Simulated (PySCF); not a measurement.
```xyz
12

C     3.556    0.855    0.996
C     2.415    0.585    0.669
B     0.996    0.243    0.257
S    -0.416    1.262    0.711
C    -1.665    0.047    0.153
C    -1.132   -0.720   -1.037
S     0.603   -1.213   -0.723
H     4.564    1.093    1.285
H    -1.875   -0.628    0.998
H    -2.589    0.589   -0.096
H    -1.722   -1.629   -1.229
H    -1.143   -0.099   -1.946
```

### Where will the first 6 clear peaks of this molecule's radial distribution curve from gas electron diffraction lie, and which pairs make them?

Peak 1, 1.19 Å: C–H 1.08–1.10 Å (×5), C–C 1.22 Å, not resolved
Peak 2, 1.52 Å: C–C 1.51 Å, C–B 1.52 Å
Peak 3, 1.82 Å: S–B 1.80 Å (×2), S–C 1.83 Å (×2)
Peak 4, 2.94 Å: C···B 2.67–2.73 Å (×3), S···C 2.74–2.91 Å (×4), S···S 3.04 Å, not resolved
Peak 5, 4.02 Å: S···H 3.72 Å (×2), S···C 3.99–4.00 Å (×2), C···C 4.15 Å (×2), not resolved
Peak 6, 5.33 Å: S···H 5.00–5.02 Å (×2), C···H 5.06–5.63 Å (×4), C···C 5.35 Å (×2), not resolved

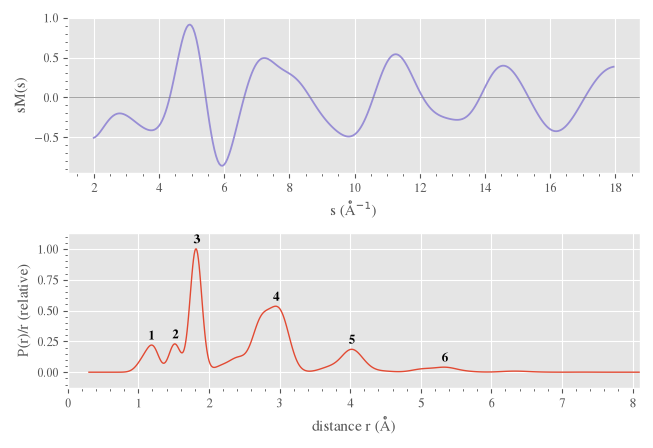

Simulated gas electron diffraction: reduced molecular intensity sM(s) from the Debye equation in the first Born approximation (top) and the radial distribution curve (bottom) of C₄H₅BS₂. Each pair of atoms contributes with weight ZᵢZⱼ/r; damping constant 0.002 Å²; vibrational amplitudes assumed, not computed: 0.05 Å for bonds, 0.078 Å for bonds to H, 0.06 + 0.015 r up to 0.15 Å for other pairs. The geometry is the end point of an optimisation (PBE0-D3(BJ)/def2-SVP geometry optimisation, gas phase in PySCF 2.14.0, density-fitted response routines); it may be a saddle point or a higher isomer.
